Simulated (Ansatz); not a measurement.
**C₂H₆OSi: taking an electron away**

Aim: the vertical ionisation energy of C₂H₆OSi, as cation minus neutral at the neutral's geometry, on several levels, and how well −ε(HOMO) stands in for it.

Program: Ansatz 0.2.0, Gaussian basis. Level of theory: unrestricted cation, the program's frozen cores in correlated methods. These are calculated values, not measurements.

The runs, in order: UKS PBE-D4/def2-TZVPP; UKS r2SCAN-D4/def2-TZVPP; UKS PBE0-D4/def2-TZVPP; UKS B3LYP-D4/def2-TZVPP; UKS wB97X-V/def2-TZVPP; UKS wB97M-V/def2-TZVPP; UKS B2PLYP/def2-TZVPP; UHF-CCSD(T)/def2-TZVPP; UHF-MP2/def2-QZVPP; extrapolation to the limit; then −ε(HOMO) from the neutral's earlier runs with LDA (SPW92), PBE-D4, revPBE-D4, BLYP-D4, r2SCAN-D4, B97M-V, PBE0-D4, B3LYP-D4, r2SCANh-D4, r2SCAN0-D4, HSE06-D4, BHLYP-D4, CAM-B3LYP-D4, LC-ωPBE, ωB97X-V, ωB97M-V.

### Step 1. The relaxed structure

The geometry comes from an earlier relaxation with PBE0-D4 in a triple-zeta def2 set; it is a stationary point, not always the lowest conformer.

SMILES `CC[Si]O`, 10 atoms, charge 0, spin multiplicity 1.

Atoms are counted from 1 here; the program's logs count them from 0.

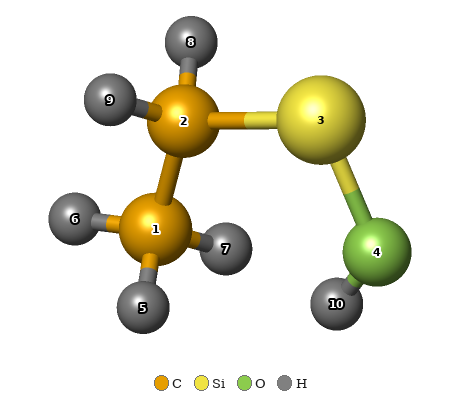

The geometry (carbon amber, silicon yellow, oxygen green, hydrogen grey); atoms are numbered from 1 in the order of the file.

### Step 2. Cation, UKS PBE-D4/def2-TZVPP

in.yaml reads:

```yaml
crystal:
  periodic: [false, false, false]
  atoms:
    - {symbol: C, position_ang: [0.080032, 0.881368, -0.453338]}
    - {symbol: C, position_ang: [-0.715846, 0.060612, 0.550686]}
    - {symbol: Si, position_ang: [-0.178597, -1.735301, 0.939292]}
    - {symbol: O, position_ang: [1.139482, -1.927535, -0.041575]}
    - {symbol: H, position_ang: [0.087696, 0.412371, -1.442790]}
    - {symbol: H, position_ang: [-0.329362, 1.885898, -0.587385]}
    - {symbol: H, position_ang: [1.120920, 1.006731, -0.137653]}
    - {symbol: H, position_ang: [-0.760240, 0.568173, 1.525956]}
    - {symbol: H, position_ang: [-1.771465, -0.013506, 0.248445]}
    - {symbol: H, position_ang: [1.410378, -1.189913, -0.598735]}
basis:
  gaussian: {orbitals: def2-TZVPP}
total_charge: 1
magnetization: {spin_polarized: true, initial_magnetization: 1}
hamiltonian: {xc: pbe, dispersion: d4}
```

Command:

```
> ansatz run in.yaml --threads 4 --pin off --events-out ev --progress --plain --max-ram 10444MiB
```

After this run come: Cation, UKS r2SCAN-D4/def2-TZVPP; Cation, UKS PBE0-D4/def2-TZVPP; Cation, UKS B3LYP-D4/def2-TZVPP; Cation, UKS wB97X-V/def2-TZVPP; Cation, UKS wB97M-V/def2-TZVPP; Cation, UKS B2PLYP (frozen core)/def2-TZVPP; Cation, UHF-CCSD(T)/def2-TZVPP; Cation, UHF-MP2/def2-QZVPP.

Q: Predict the results of all the runs planned. Wanted: ionisation energy, CCSD(T)/CBS; nearest functional by difference; nearest −ε(HOMO); −ε(HOMO) of PBE; T1 of the cation.

**Answer**, as computed:

```
                        quantity               value
  ionisation energy, CCSD(T)/CBS             8.63 eV
nearest functional by difference  ωB97M-V (-0.17 eV)
                nearest −ε(HOMO)  LC-ωPBE (+0.14 eV)
                 −ε(HOMO) of PBE             5.13 eV
                T1 of the cation               0.018
```

In words: Energy differences with functionals land within 0.43 eV of the reference. The PBE orbital energy is 3.5 eV too small: a semilocal HOMO is no ionisation energy. Among orbital estimates LC-ωPBE comes nearest. Hartree-Fock falls 1.14 eV short, as the neutral has more correlation energy than the cation. The cation may have settled in a state other than its lowest; no search over hole states beyond the program's own was made.
